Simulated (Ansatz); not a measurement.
**AlH (charge +1): geometry optimisation in Python**

What geometry does AlH (charge +1) take? Aim: a geometry optimisation, for AlH (charge +1), run from a script.

Computed with Ansatz 0.2.0 through its Python package. Level of theory: PBE/6-31G*.

## 1. The structure

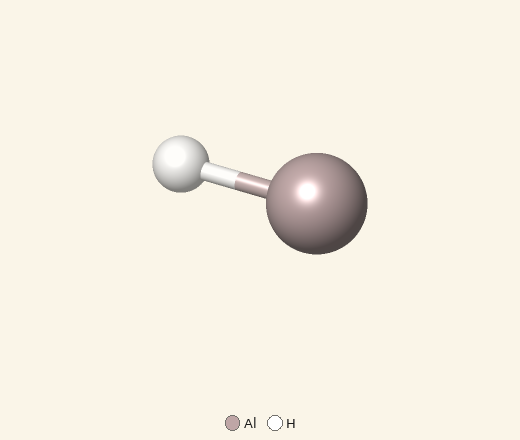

The structure that the script starts from, seen from a chosen angle (aluminium light grey, hydrogen white).

The script holds or builds the structure itself.

## 2. Script

alh_opt.py

```python
import itertools

import ansatz as az
from ase import Atoms
from ase.data import atomic_numbers, covalent_radii
import numpy as np

SETTINGS = {
    "basis_set": "6-31G*",
    "functional": "pbe",
    "net_charge": 1,
}

atoms = Atoms(["Al", "H"], positions=[
    (0.0, 0.0, 0.0),
    (0.0, 0.0, 1.615),
])
molecule = az.Crystal.molecule_from_ase(atoms)

model = (
    molecule.calculation()
    .basis(gaussian=SETTINGS["basis_set"])
    .functional(SETTINGS["functional"])
    .charge(SETTINGS["net_charge"])
    .spin("collinear", total=1)
)
symbols = [site.symbol for site in molecule.cartesian_sites]
start = np.array([site.position_ang for site in molecule.cartesian_sites], dtype=float)
def progress(event):
    if event["event"] == "relax_step":
        row = event["data"]
        print(f"step {row['step']:3d}  E = {row['lagrangian_ev']:.6f} eV  largest force component {row['allowed_force_max_ev_ang']:.4f} eV/A")


report = model.relax(force_tolerance=0.02).session().plan().execute(on_event=progress).report
end = np.array(report["positions_ang"])

print("reference energy %16.6f eV" % report["reference_energy_ev"])
print("total energy     %16.6f eV" % report["free_energy_ev"])
print("occupied orbitals outside the frozen core (up, down):", report["n_occupied"], " frozen:", report["n_frozen"], " virtual:", report["n_virtual"])

radius = [covalent_radii[atomic_numbers[s]] for s in symbols]
span = lambda where, i, j: np.linalg.norm(where[i] - where[j])
bonded = [(i, j) for i, j in itertools.combinations(range(len(symbols)), 2) if min(span(start, i, j), span(end, i, j)) < 1.2 * (radius[i] + radius[j])]
print("pair        before    after (A)")
for i, j in bonded:
    print(f"{symbols[i]}{i}-{symbols[j]}{j}".ljust(10), f"{span(start, i, j):8.4f} {span(end, i, j):8.4f}")
```

## 3. What the engine is handed

The engine receives this input:

```yaml
crystal:
  periodic: [false, false, false]
  atoms:
    - { symbol: Al, position_ang: [0.0, 0.0, 0.0] }
    - { symbol: H, position_ang: [0.0, 0.0, 1.615] }
basis:
  gaussian:
    orbitals: "6-31G*"
hamiltonian:
  xc: pbe
magnetization:
  spin_polarized: true
  initial_magnetization: 1.0
total_charge: 1.0
relax:
  f_tol: 0.02
```

## 4. The run

The run is started by

```sh
$ python alh_opt.py
```

The program printed:

```text
step   1  E = -6599.214547 eV  largest force component 0.2867 eV/A
step   2  E = -6599.218268 eV  largest force component 0.0772 eV/A
step   3  E = -6599.218582 eV  largest force component 0.0001 eV/A
reference energy     -6599.218616 eV
total energy         -6599.218616 eV
occupied orbitals outside the frozen core (up, down): [7, 6]  frozen: 0  virtual: [14, 15]
pair        before    after (A)
Al0-H1       1.6150   1.6438
```

It took 2 s on 1 thread of Intel Xeon Platinum 8488C (Sapphire Rapids), shared host; peak memory 0.17 GiB.

Lines on the test bed's own set-up are left out of the output.

## 5. Size and end state of the run

The report of the run holds:

```csv
item,value
SCF cycles in all,41
orbitals,21
total energy (eV),-6599.21862
```

## 6. How the relaxation went

Step by step:

| step | E - E(step 1) (eV) | largest force component (eV/Å) |
| --- | --- | --- |
| 1 | 0.0000 | 0.2867 |
| 2 | -0.0037 | 0.0772 |
| 3 | -0.0040 | 0.0001 |

Step 1 is the start.

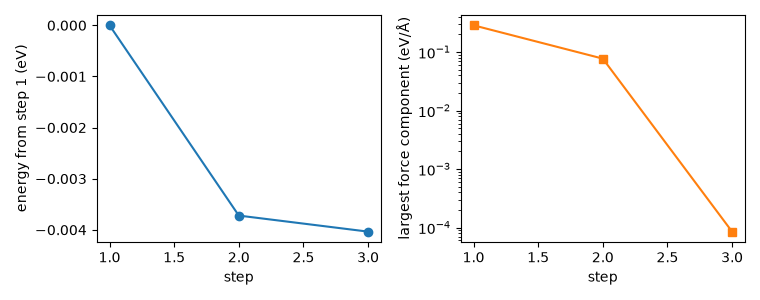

Energy and largest force along the relaxation.

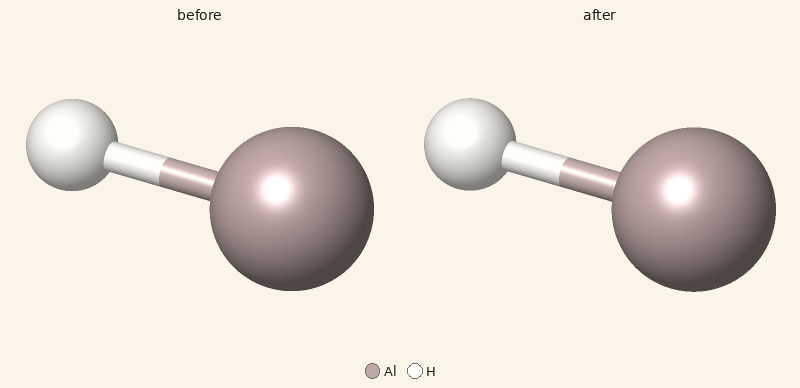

Before and after, at one scale. The change is too small to see at this scale.

Before: Bond lengths: Al1–H2 1.615 Å.

After: Bond lengths: Al1–H2 1.644 Å.

## 7. What came out

| quantity | value |
| --- | --- |
| total energy | -6599.2186 eV |
| <S²> of the mean field (pure state) | 0.756 (0.75) |
| moves of the relaxation | 2 |
| energy gained | 0.004 eV |
| last largest force component | 0.0001 eV/Å |

What this shows: After 2 moves the largest shift is 0.014 Å. What to keep in mind:
- The end point is the stationary point reached from this start; no frequency run checks that it is a minimum, and the basis set is modest.
- The species is open-shell (spin multiplicity 2).
